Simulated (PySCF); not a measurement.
# C4H7F, SMILES `C=C(F)CC`: electronic structure

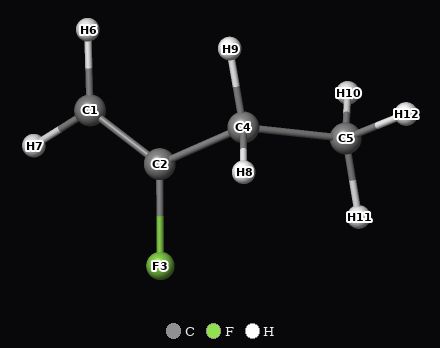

The molecule, with its atoms numbered as below. No frequency check shows the geometry to be a minimum.

Coordinates in Å:

```
C1      -1.5420    0.8841   -0.2368
C2      -0.5847    0.0482    0.1152
F3      -0.8042   -1.2867    0.0150
C4       0.7852    0.3697    0.6163
C5       1.8430    0.0375   -0.4387
H6      -1.3970    1.9451   -0.1694
H7      -2.4907    0.5297   -0.5976
H8       0.9762   -0.2229    1.5146
H9       0.8305    1.4268    0.8770
H10      1.6863    0.6361   -1.3333
H11      1.7864   -1.0139   -0.7109
H12      2.8375    0.2426   -0.0510
```

Part 1: Bonding charge

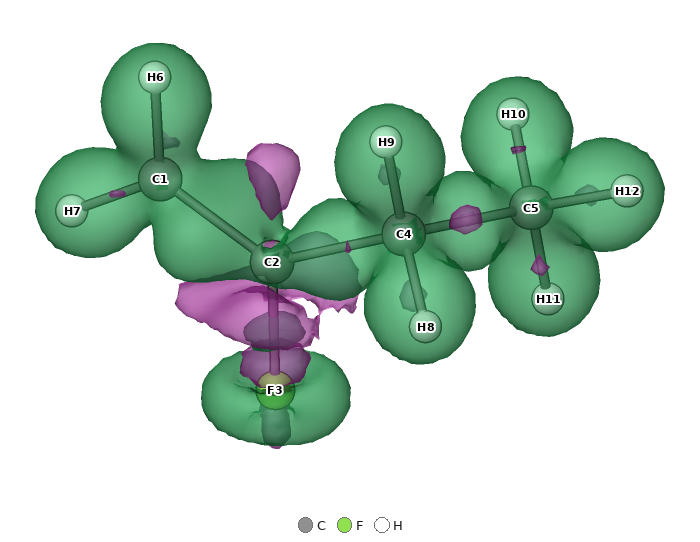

Deformation density (molecule less spherical, spin-averaged free atoms at the same positions), surfaces at ±0.1 e/Å³; green: gain, purple: loss.

Computed with PySCF, ωB97X/6-31+G*, geometry: GFN2-xTB.

> How much density has each bond gained at its critical point, relative to the free atoms?

The five largest and four smallest: C1–C2: +0.75 e/Å³ at the bond critical point (bond length 1.32 Å). C1–H7: +0.69 e/Å³ at the bond critical point (bond length 1.07 Å). C1–H6: +0.68 e/Å³ at the bond critical point (bond length 1.07 Å). C4–H9: +0.67 e/Å³ at the bond critical point (bond length 1.09 Å). C5–H11: +0.66 e/Å³ at the bond critical point (bond length 1.09 Å). C5–H12: +0.66 e/Å³ at the bond critical point (bond length 1.09 Å). C2–C4: +0.55 e/Å³ at the bond critical point (bond length 1.49 Å). C4–C5: +0.45 e/Å³ at the bond critical point (bond length 1.53 Å). C2–F3: −0.05 e/Å³ at the bond critical point (bond length 1.36 Å); up to 0.6 Å beside the axis the gain reaches +0.24 e/Å³. In all, 2.6 electrons gather in the regions of gain relative to the promolecule. A small or negative value marks a very polar bond, one between electron-rich atoms, whose free-atom densities already overlap strongly, a long bond to a heavier atom, or a closed-shell contact such as a hydrogen bond.

Part 2: Local ionisation energy

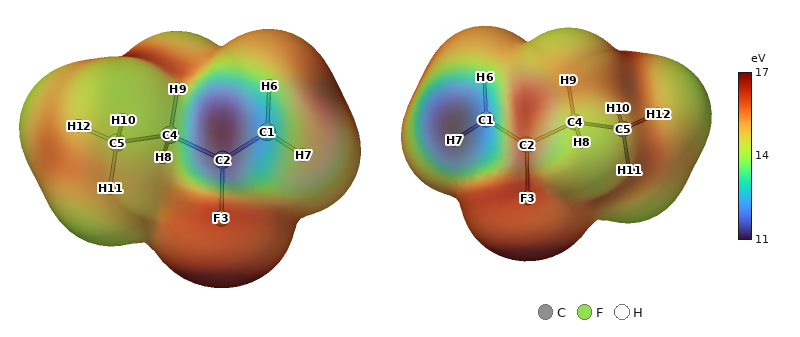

Average local ionisation energy on the surface of electron density 0.001 a.u. (back view left, front view right).

> Locate the minima of the map.

The lowest value is 11.0 eV, over C1, off the plane of its three bonds (2.1 Å). Further minima include 14.0 eV, 1.3 Å from H8. For comparison, the highest occupied orbital lies at −9.7 eV.

> What volume does the surface enclose, and what is the dipole moment?

About 109 Å³; the dipole moment is 1.7 D.

Part 3: Excited states

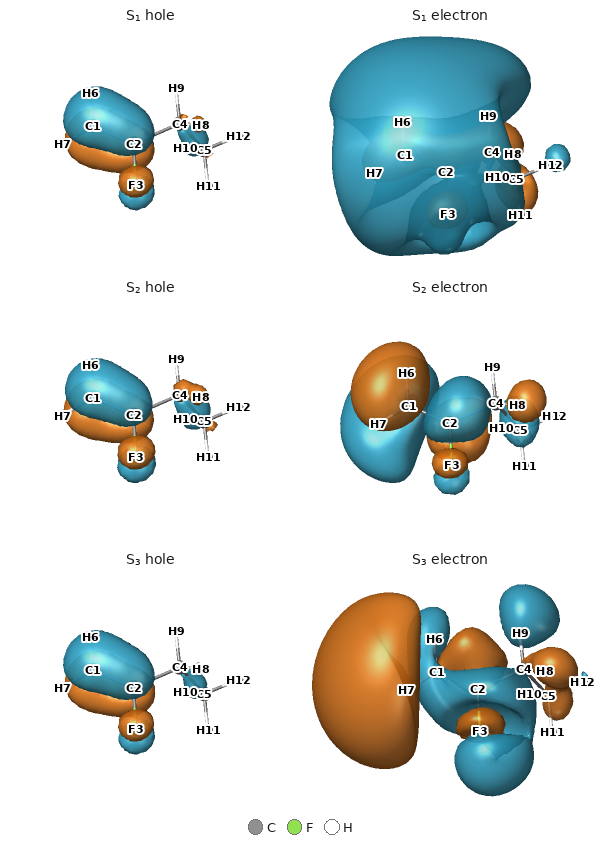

Leading natural transition orbitals (TDA singlet states).

PySCF calculation, ωB97X/def2-SVPD, gas phase; geometry: GFN2-xTB.

> Describe these excited states.

By state:
- S₁: 7.58 eV (163 nm), f = 0.069, partly diffuse acceptor orbital; the leading pair carries 99 %; hole on C1 (43 %), C2 (29 %) and F3 (11 %), electron on H6 (19 %), C1 (17 %) and C2 (11 %) (atom shares of so diffuse an orbital are rough); their centroids lie 0.6 Å apart.
- S₂: 7.97 eV (156 nm), f = 0.553 (bright); the leading pair carries 94 %; hole on C1 (40 %), C2 (26 %) and F3 (13 %), electron on C1 and C2 (29 % each), H7 (10 %) and H6 (9 %); their centroids lie 0.3 Å apart.
- S₃: 8.72 eV (142 nm), f = 0.008, partly diffuse acceptor orbital; the leading pair carries 98 %; hole on C1 (43 %), C2 (30 %) and F3 (11 %), electron on H7 (36 %), C1 (19 %) and C2 (14 %) (atom shares of so diffuse an orbital are rough); their centroids lie 0.9 Å apart.

Part 4: Localised orbitals

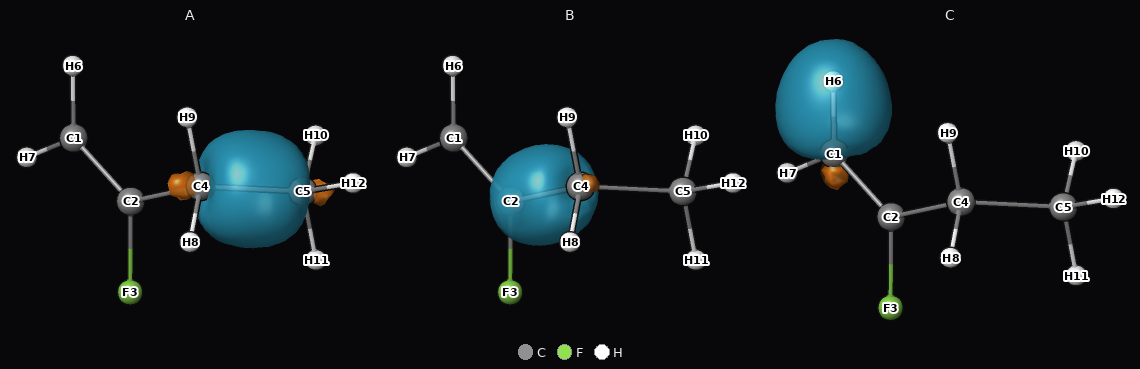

Intrinsic bond orbitals (IBO), occupied; each surface holds about 70 % of the orbital's density. Energies are diagonal elements of the Fock matrix.

Level of theory: M06-2X/def2-SVPD (PySCF), at a geometry from GFN2-xTB.

> Name the orbitals, with their atomic make-up and energies.

By panel:
- A: σ bond C4–C5 (C4 50 %, C5 49 %; −16.2 eV)
- B: σ bond C2–C4 (C2 51 %, C4 48 %; −17.8 eV)
- C: σ bond C1–H6 (C1 57 %, H6 41 %; −15.6 eV)
